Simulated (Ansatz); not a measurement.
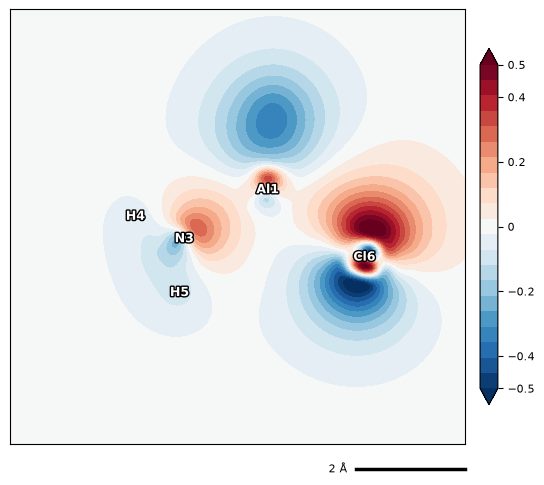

AlClFH$_{4}$N. The HOMO−1 on the plane of atoms N3, Al1 and Cl6 (values in Å⁻³ᐟ²; the overall sign is arbitrary).

The calculation used Ansatz 0.2.0, RHF/6-31G*.

Input file:

```
crystal:
  periodic: [false, false, false]
  atoms:
    - { symbol: Al, position_ang: [0.035433, -0.115966, -0.183843] }
    - { symbol: H, position_ang: [-0.072101, -0.312364, 1.366439] }
    - { symbol: "N", position_ang: [1.585584, -0.133708, -1.013724] }
    - { symbol: H, position_ang: [2.471609, -0.206446, -0.558924] }
    - { symbol: H, position_ang: [1.705513, -0.014525, -1.997424] }
    - { symbol: Cl, position_ang: [-1.735763, -0.00291, -1.320367] }
    - { symbol: F, position_ang: [-0.168512, 2.218561, 1.498161] }
    - { symbol: H, position_ang: [-0.229262, 1.443358, 1.986682] }
basis:
  gaussian: { orbitals: "6-31G*" }
hamiltonian:
  xc: hf
relax:
  f_tol: 0.03
  max_steps: 50
output:
  orbitals: {}
```

Launched as:

```sh
ansatz run input.yaml --threads 1 --pin off --max-ram 2048MiB --backend cpu --events-out ev --progress --plain --runs-dir out
```

The fields are those of the run's last geometry, not of the input's.

**Describe this orbital and give its energy.**

It lies mainly on Cl6 (about 50 %), H2 (about 25 %) and Al1 (about 20 %). Its energy is −11.76 eV.
